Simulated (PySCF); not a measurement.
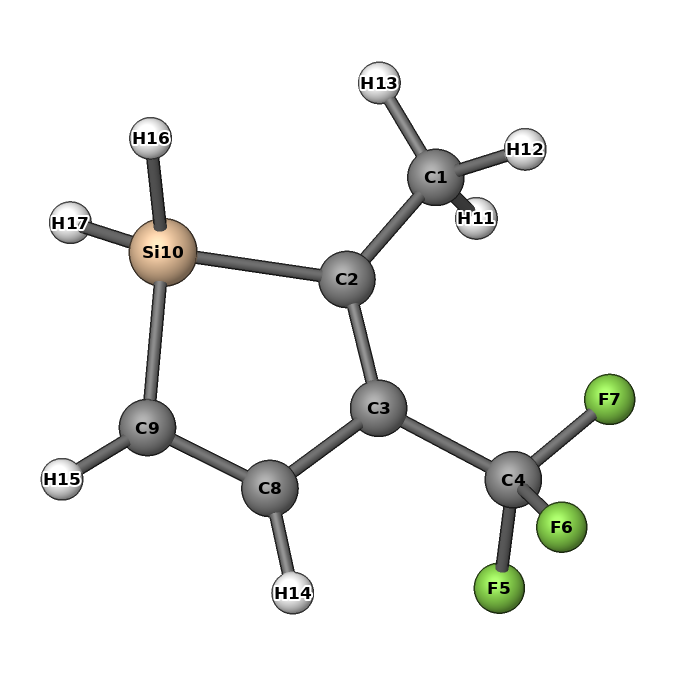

The questions are on isotropic NMR shieldings of the H atoms. The geometry was computed by an optimisation with PBE0-D3(BJ)/def2-SVP. No frequency run is at hand to confirm it as a minimum. Properties computed with GIAO PBE/pcSseg-1 NMR shielding, non-relativistic, gas phase (PySCF 2.14.0).

List the isotropic NMR shieldings of the H atoms.

```json
{"atom": "H11", "σ (ppm)": "28.73"}
{"atom": "H12", "σ (ppm)": "28.75"}
{"atom": "H13", "σ (ppm)": "29.19"}
{"atom": "H14", "σ (ppm)": "23.98"}
{"atom": "H15", "σ (ppm)": "25.14"}
{"atom": "H16", "σ (ppm)": "26.39"}
{"atom": "H17", "σ (ppm)": "26.42"}
```
